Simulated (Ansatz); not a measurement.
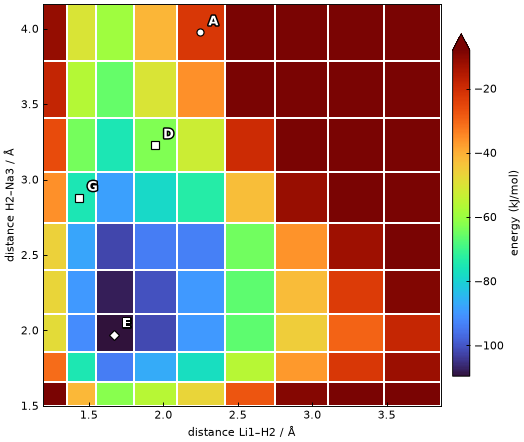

The system Li + HNa, spin multiplicity 2. The first coordinate is: distance Li1–H2; the second: distance H2–Na3. Nothing is relaxed (the angle Li1–H2–Na3 is fixed at 180 degrees). The grid has 9 × 9 points. Points are written as (first, second). Energies: kJ/mol, counted from Li far from the relaxed HNa (each part in its own basis). Energies and slopes of some neighbouring points disagree (a jump in structure or state, or too coarse a mesh). The D4 coefficients can switch as the alkali atoms part, which puts small steps into the map. These are results of UKS PBE-D4/aug-cc-pVTZ in Ansatz, not measurements.

Drawn: one coloured cell a grid point, one colour for all values above the top of the scale, lettered points.

### Is G the lowest point of the computed grid?

No. G lies 34 kJ/mol above the lowest grid point, which is at (1.668 Å, 1.972 Å).

### Rank the lettered points by energy, lowest first.

E (−110 kJ/mol), G (−75 kJ/mol), D (−63 kJ/mol), A (−22 kJ/mol).
